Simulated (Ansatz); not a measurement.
# F on a Mo(111) slab cut from the Im-3m phase: a line through a two-coordinate scan

How does the energy of F on a Mo(111) slab cut from the Im-3m phase (6 atoms of substrate and one adsorbate in a 1 × 1 cell) vary with position of F7 along the first surface vector, from above Mo6, at position of F7 along the second surface vector, from above Mo6 = 0.222?

The COD entry's cell or inner coordinates are ideal or old and differ from later refinements, so a difference from it is no clean test against experiment.

Method: DFT PBE+D3(BJ), scalar-relativistic, plane waves, PAW, in Ansatz 0.2.0.

7 further runs of the same task are left out: 7 set aside as unsound or not needed.

### 1 The starting structure

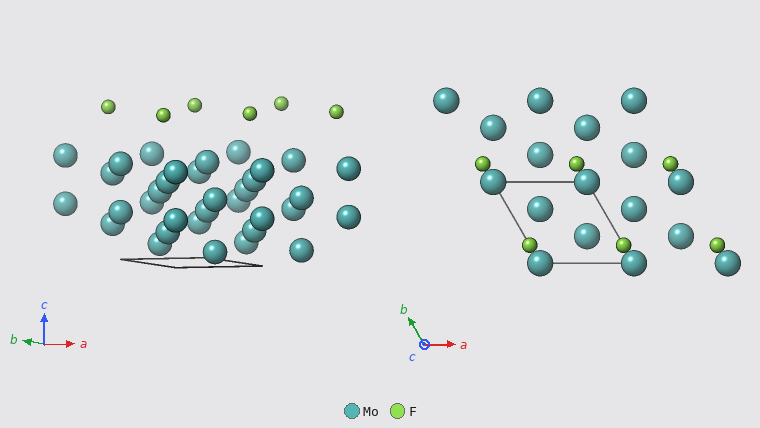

The starting structure, seen from the side (left, normal up) and from above (right) (molybdenum teal, fluorine green; 2×2 surface cells, with atoms on the cell's edges repeated; the outline under the slab is one cell, and the vacuum is left out).

Coordinates:

```cif
data_structure
_symmetry_space_group_name_H-M 'P1'
_symmetry_Int_Tables_number 1
_cell_length_a 4.4268
_cell_length_b 4.4268
_cell_length_c 21.6689
_cell_angle_alpha 90.000
_cell_angle_beta 90.000
_cell_angle_gamma 120.000
_cell_volume 367.75
loop_
_atom_site_label
_atom_site_type_symbol
_atom_site_symmetry_multiplicity
_atom_site_Wyckoff_symbol
_atom_site_fract_x
_atom_site_fract_y
_atom_site_fract_z
_atom_site_occupancy
Mo1 Mo 1 a 0.66667 0.33333 0.18460 1
Mo2 Mo 1 a 0.33333 0.66667 0.22630 1
Mo3 Mo 1 a 0.00000 0.00000 0.26800 1
Mo4 Mo 1 a 0.66667 0.33333 0.30775 1
Mo5 Mo 1 a 0.33333 0.66667 0.34497 1
Mo6 Mo 1 a 0.00000 0.00000 0.38160 1
F1 F 1 a 0.00000 0.22222 0.51082 1
```

This is the geometry of the first run shown, built on a cell relaxed beforehand with the same method.

### 2 The scan

Atoms count from 1 in the order of the input.

F is moved over the surface cell at a fixed height above a rigid substrate; the origin of the map has the adsorbate above Mo6; the height is held at 2.80 Å.

The axes are (1) position of F7 along the first surface vector, from above Mo6: 9 values from 0.000 to 0.889, periodic; (2) position of F7 along the second surface vector, from above Mo6: 9 values from 0.000 to 0.889, periodic.

Nothing else is relaxed. Points are written as (first, second).

The two vectors of the plane (Å): (4.427, 0.000, 0.000); (-2.213, 3.834, 0.000).

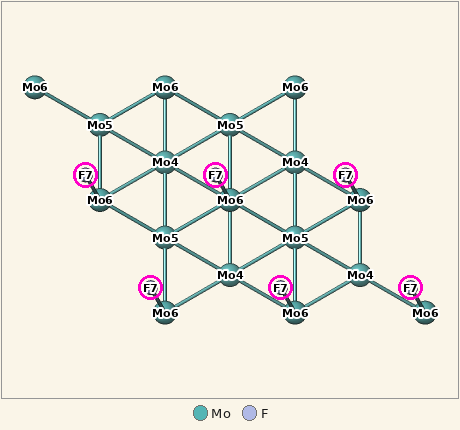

The geometry at (0/9, 2/9) of the map's two axes. Rings mark the moved atoms.

### 3 Grid point (0/9, 2/9) of the map's two axes

A dipole layer in the vacuum cancels the field that periodic copies would set up if the slab's two faces differ.

The input, input.yaml:

```yaml
crystal:
  lattice:
    - [4.4268425262, 0.0, 0.0]
    - [-2.2134212631, 3.8337580862, 0.0]
    - [0.0, 0.0, 21.6689391331]
  atoms:
    - { symbol: Mo, position: [0.6666666667, 0.3333333333, 0.1845960236] }
    - { symbol: Mo, position: [0.3333333333, 0.6666666667, 0.2262974396] }
    - { symbol: Mo, position: [0.0, 0.0, 0.2679988557] }
    - { symbol: Mo, position: [0.6666666667, 0.3333333333, 0.3077476805] }
    - { symbol: Mo, position: [0.3333333333, 0.6666666667, 0.344966729] }
    - { symbol: Mo, position: [0.0, 0.0, 0.3816033209] }
    - { symbol: F, position: [0.0, 0.2222222222, 0.5108205374] }
basis:
  ecutwfc: 420
kpoints:
  mp_grid: { grid: [6, 6, 1] }
hamiltonian:
  xc: pbe
  pseudopotentials: { kind: paw, azcp: { folder: soft_1 } }
  dispersion: d3bj
scf:
  occupations: { method: gaussian, width: 0.1 }
output:
  forces: true
  eigenvalues: true
efield:
  axis: 3
  dipole_correction: true
  ramp_width: 0.04
```

On the command line:

```
$ ansatz run input.yaml --threads 1 --pin off --max-ram 3072MiB --backend cpu --events-out ev --progress --plain --runs-dir out
```

Output, cut to the lines that bear on the results:

```text
Warning: RAYON_NUM_THREADS=1 ignored (pool sized by the plan → 1); use --threads N
[...]
Pseudopotentials: kind: paw
Pseudopotential: Mo, paw, valence charge 14, recommended cutoff 420 eV (normal), <dir>
Pseudopotential: F, paw, valence charge 7, recommended cutoff 420 eV (normal), <dir>
Functional definition: PBE
[...]
Crystal: 7 atoms, lattice volume = 367.753 Å³
Basis set: ecut = 420 eV, 7219 PW (Γ), exchange–correlation on 60×60×300 points (8 copies of the dense FFT grid, shifted against one another)
Bands: 55, of which v1, the nominal top of the filled ones, is band 46 counted from 1 (45 counted from 0)
Symmetry: 1 space group operations
Space group: P1 (ITA 1), of the structure as read, at distance tolerance 7.2e-5 Å
k-points: 20 of 36 (time reversal used)
[...]
SCF iter   1: F=—  HF=-30547.325183 eV  |F-HF|=—  |Δ(HF+E_count)|=         —  Δρ=6.83e-2  dr2=4.43e1  ethr=3.10e-3  p=-0.000 e·Å  D=-1.03e-6 V/Å  ΔV_dip=0.00 eV  dr2_dipole=8.32e0  V_vac-E_F(+/−)=6.19/6.19 eV  ⟨swp⟩=9.8  Hψ=5355  notcnv=0
[...]
SCF iter  26: F=-30538.667906 eV  HF=-30538.667906 eV  |F-HF|=3.39e-8  |Δ(HF+E_count)|=   4.03e-7  Δρ=4.97e-6  dr2=8.11e-8  ethr=1.10e-10  p=-0.619 e·Å  D=-3.05e-1 V/Å  ΔV_dip=6.60 eV  dr2_dipole=1.89e-10  V_vac-E_F(+/−)=10.12/3.52 eV  ⟨swp⟩=18.6  Hψ=6678  notcnv=0
WARN: dispersion: an atom stands within reach of a switch of its C6 between two reference coordination numbers of its element: through that C6 alone, e_disp changes by 0.025 eV or more while the distances to its neighbours run over a stretch of 0.05 Å that contains this geometry (sites [...]
SCF converged after 26 iterations
Free energy (F): -30538.667906 eV
[...]
E sigma→0 (E₀):  -30538.640215 eV
Entropy (-TS):   -0.055382 eV (-7.912 meV/atom)
Fermi energy:    0.489782 eV
Dipole field:    D = -0.304584 V/Å  (p = -0.619015 e·Å, saw-weighted, corrected)
Work function:   Φ+ = 10.1201 eV   Φ− = 3.5201 eV
Levels:          The Fermi level and band energies are counted from a zero that moves with the ramp; work functions are not
[...]
--- Forces (eV/Å), atoms counted from 1 ---
  atom   1  Mo    -0.00129849     0.00707126     1.50323412
  atom   2  Mo     0.00670563    -0.02037239    -0.20531502
  atom   3  Mo    -0.03978948     0.04254086    -1.43265833
  atom   4  Mo     0.02341806    -0.04931806    -0.61770550
  atom   5  Mo     0.00688802    -0.04183207     0.14926668
  atom   6  Mo    -0.24488842     0.40043871     2.95770461
  atom   7  F      0.24896797    -0.33853204    -2.35464921
[...]
--- Band table (eV; the first three rows and the last of 20) ---
[...]
```

Wall time 34 s (1 thread of Intel Xeon 6975P-C (Granite Rapids), shared host); peak memory 0.68 GiB.

Read from this run: work function 10.12 eV (top face), 3.52 eV (bottom face); dipole along +c -0.619 e·Å per cell.

### 4 Grid point (1/9, 2/9) of the map's two axes

Edit input.yaml of step 3 so:

```diff
@@ -12,3 +12,3 @@
     - { symbol: Mo, position: [0.0, 0.0, 0.3816033209] }
-    - { symbol: F, position: [0.0, 0.2222222222, 0.5108205374] }
+    - { symbol: F, position: [0.1111111111, 0.2222222222, 0.5108205374] }
 basis:
```

On the command line:

```
$ ansatz run input.yaml --threads 1 --pin off --max-ram 3072MiB --backend cpu --events-out ev --progress --plain --runs-dir out
```

Output, cut to the lines that bear on the results:

```text
Warning: RAYON_NUM_THREADS=1 ignored (pool sized by the plan → 1); use --threads N
[...]
[... 4 set-up lines as earlier in the session ...]
[...]
Crystal: 7 atoms, lattice volume = 367.753 Å³
Basis set: ecut = 420 eV, 7219 PW (Γ), exchange–correlation on 60×60×300 points (8 copies of the dense FFT grid, shifted against one another)
Bands: 55, of which v1, the nominal top of the filled ones, is band 46 counted from 1 (45 counted from 0)
Symmetry: 2 space group operations
Space group: Cm (ITA 8), of the structure as read, at distance tolerance 7.2e-5 Å
k-points: 13 of 36 (time reversal used)
[...]
SCF iter   1: F=—  HF=-30547.344373 eV  |F-HF|=—  |Δ(HF+E_count)|=         —  Δρ=6.82e-2  dr2=4.41e1  ethr=3.10e-3  p=-0.000 e·Å  D=-1.03e-6 V/Å  ΔV_dip=0.00 eV  dr2_dipole=8.29e0  V_vac-E_F(+/−)=6.19/6.19 eV  ⟨swp⟩=9.7  Hψ=3452  notcnv=0
[...]
WARN: dispersion: an atom stands within reach of a switch of its C6 between two reference coordination numbers of its element: through that C6 alone, e_disp changes by 0.025 eV or more while the distances to its neighbours run over a stretch of 0.05 Å that contains this geometry (sites [...]
SCF converged after 33 iterations
Free energy (F): -30538.732230 eV
[...]
E sigma→0 (E₀):  -30538.705412 eV
Entropy (-TS):   -0.053635 eV (-7.662 meV/atom)
Fermi energy:    0.484122 eV
Dipole field:    D = -0.305547 V/Å  (p = -0.620973 e·Å, saw-weighted, corrected)
Work function:   Φ+ = 10.1352 eV   Φ− = 3.5143 eV
Levels:          The Fermi level and band energies are counted from a zero that moves with the ramp; work functions are not
[...]
--- Forces (eV/Å), atoms counted from 1 ---
  atom   1  Mo     0.00000000     0.00855120     1.50574291
  atom   2  Mo     0.00000000    -0.02407023    -0.20531780
  atom   3  Mo     0.00000000     0.04703200    -1.46621282
  atom   4  Mo     0.00000000    -0.05762203    -0.62980527
  atom   5  Mo     0.00000000    -0.04485414     0.16913374
  atom   6  Mo     0.00000000     0.44108724     3.10787280
  atom   7  F      0.00000000    -0.37013025    -2.48145486
[...]
--- Band table (eV; the first three rows and the last of 13) ---
[...]
```

It took 28 s on 1 thread of Intel Xeon 6975P-C (Granite Rapids), shared host; peak memory 0.6 GiB.

Read from this run: work function 10.14 eV (top face), 3.51 eV (bottom face); dipole along +c -0.621 e·Å per cell.

### 5 Grid point (4/9, 2/9) of the map's two axes

Edit input.yaml of step 4 so:

```diff
@@ -12,3 +12,3 @@
     - { symbol: Mo, position: [0.0, 0.0, 0.3816033209] }
-    - { symbol: F, position: [0.1111111111, 0.2222222222, 0.5108205374] }
+    - { symbol: F, position: [0.4444444444, 0.2222222222, 0.5108205374] }
 basis:
```

On the command line:

```
$ ansatz run input.yaml --threads 1 --pin off --max-ram 3072MiB --backend cpu --events-out ev --progress --plain --runs-dir out
```

Output, cut to the lines that bear on the results:

```text
Warning: RAYON_NUM_THREADS=1 ignored (pool sized by the plan → 1); use --threads N
[...]
[... 4 set-up lines as earlier in the session ...]
[...]
Crystal: 7 atoms, lattice volume = 367.753 Å³
Basis set: ecut = 420 eV, 7219 PW (Γ), exchange–correlation on 60×60×300 points (8 copies of the dense FFT grid, shifted against one another)
Bands: 55, of which v1, the nominal top of the filled ones, is band 46 counted from 1 (45 counted from 0)
[... 2 set-up lines as earlier in the session ...]
k-points: 13 of 36 (time reversal used)
[...]
SCF iter   1: F=—  HF=-30547.226344 eV  |F-HF|=—  |Δ(HF+E_count)|=         —  Δρ=6.88e-2  dr2=4.49e1  ethr=3.10e-3  p=-0.000 e·Å  D=-1.03e-6 V/Å  ΔV_dip=0.00 eV  dr2_dipole=8.50e0  V_vac-E_F(+/−)=6.19/6.19 eV  ⟨swp⟩=9.5  Hψ=3460  notcnv=0
[...]
WARN: dispersion: an atom stands within reach of a switch of its C6 between two reference coordination numbers of its element: through that C6 alone, e_disp changes by 0.025 eV or more while the distances to its neighbours run over a stretch of 0.05 Å that contains this geometry (sites [...]
SCF converged after 40 iterations
Free energy (F): -30538.337141 eV
[...]
E sigma→0 (E₀):  -30538.305676 eV
Entropy (-TS):   -0.062929 eV (-8.990 meV/atom)
Fermi energy:    0.515246 eV
Dipole field:    D = -0.300044 V/Å  (p = -0.609789 e·Å, saw-weighted, corrected)
Work function:   Φ+ = 10.0508 eV   Φ− = 3.5492 eV
Levels:          The Fermi level and band energies are counted from a zero that moves with the ramp; work functions are not
[...]
--- Forces (eV/Å), atoms counted from 1 ---
  atom   1  Mo     0.00026477     0.00015287     1.49627551
  atom   2  Mo    -0.00897689    -0.00518281    -0.20763009
  atom   3  Mo     0.04913748     0.02836954    -1.28008117
  atom   4  Mo    -0.03200436    -0.01847773    -0.56006645
  atom   5  Mo    -0.01513568    -0.00873859     0.06775800
  atom   6  Mo     0.31313620     0.18078927     2.20384710
  atom   7  F     -0.30641699    -0.17690993    -1.72009942
[...]
--- Band table (eV; the first three rows and the last of 13) ---
[...]
```

It took 31 s on 1 thread of Intel Xeon 6975P-C (Granite Rapids), shared host; peak memory 0.62 GiB.

Read from this run: work function 10.05 eV (top face), 3.55 eV (bottom face); dipole along +c -0.610 e·Å per cell.

### 6 Grid point (6/9, 2/9) of the map's two axes

Edit input.yaml of step 5 so:

```diff
@@ -12,3 +12,3 @@
     - { symbol: Mo, position: [0.0, 0.0, 0.3816033209] }
-    - { symbol: F, position: [0.4444444444, 0.2222222222, 0.5108205374] }
+    - { symbol: F, position: [0.6666666667, 0.2222222222, 0.5108205374] }
 basis:
```

On the command line:

```
$ ansatz run input.yaml --threads 1 --pin off --max-ram 3072MiB --backend cpu --events-out ev --progress --plain --runs-dir out
```

Output, cut to the lines that bear on the results:

```text
Warning: RAYON_NUM_THREADS=1 ignored (pool sized by the plan → 1); use --threads N
[...]
[... 4 set-up lines as earlier in the session ...]
[...]
Crystal: 7 atoms, lattice volume = 367.753 Å³
Basis set: ecut = 420 eV, 7219 PW (Γ), exchange–correlation on 60×60×300 points (8 copies of the dense FFT grid, shifted against one another)
Bands: 55, of which v1, the nominal top of the filled ones, is band 46 counted from 1 (45 counted from 0)
[... 2 set-up lines as earlier in the session ...]
k-points: 20 of 36 (time reversal used)
[...]
SCF iter   1: F=—  HF=-30547.196359 eV  |F-HF|=—  |Δ(HF+E_count)|=         —  Δρ=6.90e-2  dr2=4.52e1  ethr=3.10e-3  p=-0.000 e·Å  D=-1.03e-6 V/Å  ΔV_dip=0.00 eV  dr2_dipole=8.56e0  V_vac-E_F(+/−)=6.19/6.19 eV  ⟨swp⟩=9.5  Hψ=5360  notcnv=0
[...]
WARN: dispersion: an atom stands within reach of a switch of its C6 between two reference coordination numbers of its element: through that C6 alone, e_disp changes by 0.025 eV or more while the distances to its neighbours run over a stretch of 0.05 Å that contains this geometry (sites [...]
SCF converged after 31 iterations
Free energy (F): -30538.229373 eV
[...]
E sigma→0 (E₀):  -30538.197455 eV
Entropy (-TS):   -0.063836 eV (-9.119 meV/atom)
Fermi energy:    0.520108 eV
Dipole field:    D = -0.298701 V/Å  (p = -0.607059 e·Å, saw-weighted, corrected)
Work function:   Φ+ = 10.0337 eV   Φ− = 3.5612 eV
Levels:          The Fermi level and band energies are counted from a zero that moves with the ramp; work functions are not
[...]
--- Forces (eV/Å), atoms counted from 1 ---
  atom   1  Mo     0.00015988    -0.00183764     1.49623627
  atom   2  Mo     0.00356567    -0.00165462    -0.20997939
  atom   3  Mo    -0.01904375     0.02778543    -1.23565635
  atom   4  Mo     0.01267512    -0.01379741    -0.54709682
  atom   5  Mo     0.00713800     0.00874549     0.05507917
  atom   6  Mo    -0.12146314     0.10525806     1.96652330
  atom   7  F      0.11696875    -0.12450116    -1.52513464
[...]
--- Band table (eV; the first three rows and the last of 20) ---
[...]
```

Wall time 38 s (1 thread of Intel Xeon 6975P-C (Granite Rapids), shared host); peak memory 0.68 GiB.

This gives work function 10.03 eV (top face), 3.56 eV (bottom face); dipole along +c -0.607 e·Å per cell.

### 7 Grid point (8/9, 2/9) of the map's two axes

Edit input.yaml of step 6 so:

```diff
@@ -12,3 +12,3 @@
     - { symbol: Mo, position: [0.0, 0.0, 0.3816033209] }
-    - { symbol: F, position: [0.6666666667, 0.2222222222, 0.5108205374] }
+    - { symbol: F, position: [0.8888888889, 0.2222222222, 0.5108205374] }
 basis:
```

On the command line:

```
$ ansatz run input.yaml --threads 1 --pin off --max-ram 3072MiB --backend cpu --events-out ev --progress --plain --runs-dir out
```

Output, cut to the lines that bear on the results:

```text
Warning: RAYON_NUM_THREADS=1 ignored (pool sized by the plan → 1); use --threads N
[...]
[... 4 set-up lines as earlier in the session ...]
[...]
Crystal: 7 atoms, lattice volume = 367.753 Å³
Basis set: ecut = 420 eV, 7219 PW (Γ), exchange–correlation on 60×60×300 points (8 copies of the dense FFT grid, shifted against one another)
Bands: 55, of which v1, the nominal top of the filled ones, is band 46 counted from 1 (45 counted from 0)
[... 2 set-up lines as earlier in the session ...]
k-points: 20 of 36 (time reversal used)
[...]
SCF iter   1: F=—  HF=-30547.277972 eV  |F-HF|=—  |Δ(HF+E_count)|=         —  Δρ=6.85e-2  dr2=4.46e1  ethr=3.10e-3  p=-0.000 e·Å  D=-1.03e-6 V/Å  ΔV_dip=0.00 eV  dr2_dipole=8.41e0  V_vac-E_F(+/−)=6.19/6.19 eV  ⟨swp⟩=9.7  Hψ=5338  notcnv=0
[...]
WARN: dispersion: an atom stands within reach of a switch of its C6 between two reference coordination numbers of its element: through that C6 alone, e_disp changes by 0.025 eV or more while the distances to its neighbours run over a stretch of 0.05 Å that contains this geometry (sites [...]
SCF converged after 30 iterations
Free energy (F): -30538.509411 eV
[...]
E sigma→0 (E₀):  -30538.479658 eV
Entropy (-TS):   -0.059506 eV (-8.501 meV/atom)
Fermi energy:    0.503156 eV
Dipole field:    D = -0.302455 V/Å  (p = -0.614689 e·Å, saw-weighted, corrected)
Work function:   Φ+ = 10.0859 eV   Φ− = 3.5320 eV
Levels:          The Fermi level and band energies are counted from a zero that moves with the ramp; work functions are not
[...]
--- Forces (eV/Å), atoms counted from 1 ---
  atom   1  Mo    -0.00136716     0.00366571     1.49859184
  atom   2  Mo     0.01031724    -0.01236845    -0.20572353
  atom   3  Mo    -0.05833928     0.03375326    -1.35553306
  atom   4  Mo     0.03624560    -0.03185144    -0.58820916
  atom   5  Mo     0.01313327    -0.02971153     0.10473223
  atom   6  Mo    -0.36637443     0.29749218     2.59193694
  atom   7  F      0.36638481    -0.26098349    -2.04579132
[...]
--- Band table (eV; the first three rows and the last of 20) ---
[...]
```

Run time: 38 s. Hardware: 1 thread of Intel Xeon 6975P-C (Granite Rapids), shared host; peak memory 0.68 GiB.

This gives work function 10.09 eV (top face), 3.53 eV (bottom face); dipole along +c -0.615 e·Å per cell.

### 8 What came out

| position of F7 along the first surface vector, from above Mo6 | step | energy (eV) | slope (eV per unit fraction) | dipole moment (e·Å) |
| --- | --- | --- | --- | --- |
| 0.000 | 3 | 0.06 | −1.10 | −0.619 |
| 0.111 | 4 | 0.00 | 0.00 | −0.621 |
| 0.222 | – | 0.06 | 1.10 | −0.619 |
| 0.333 | – | 0.22 | 1.62 | −0.615 |
| 0.444 | 5 | 0.40 | 1.36 | −0.610 |
| 0.556 | – | 0.50 | 0.52 | −0.607 |
| 0.667 | 6 | 0.50 | −0.52 | −0.607 |
| 0.778 | – | 0.40 | −1.36 | −0.610 |
| 0.889 | 7 | 0.22 | −1.62 | −0.615 |

Energies count from the lowest point of the line. Rows without a step come from runs not printed here or follow by symmetry. Slopes come from the forces (and the stress, where the cell changes), not from differences of energies.

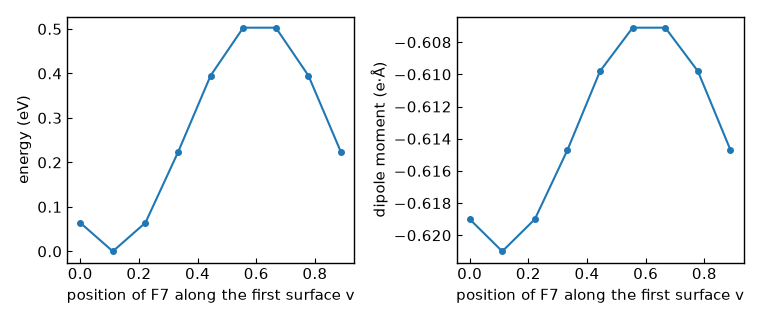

Energy and dipole moment along the line.

**Reading.** The lowest point of the line is at 0.111. The highest point computed, at 0.556, lies 0.50 eV above the lowest. This is one cut through a surface in two coordinates; the map's lowest point lies off it. The host is rigid and the atom is kept to this plane, so wells and barriers of the map are not those of diffusion. Near these geometries the D3 coefficients change with coordination, as the log warns; steps in energy, slope or pressure can stem from that. The final runs have no spin polarisation, so no magnetic state was tried and one may lie lower.
